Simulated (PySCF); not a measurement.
Vertical excitations of a molecule C2H4O2 from TDDFT-M06-2X/def2-SVPD run with PySCF 2.14.0, as energy in eV (oscillator strength): 5.64 (0.002), 8.20 (0.101), 8.63 (0.053), 8.71 (0.000), 8.88 (0.019), 9.36 (0.068), 9.61 (0.020), 9.85 (0.000), 9.93 (0.006), 10.01 (0.005). Lowest triplet (TDA): 5.25 eV. Geometry optimised at ωB97X-D3(BJ)/def2-SVP. One conformer was computed; it need not be the lowest.

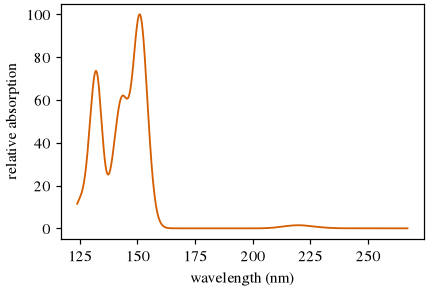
*The lines broadened by 0.4 eV.*

Problem. Which molecule gave these data?
A) COC=O
B) C1OCO1
C) CC(=O)O

Solution. A, COC=O
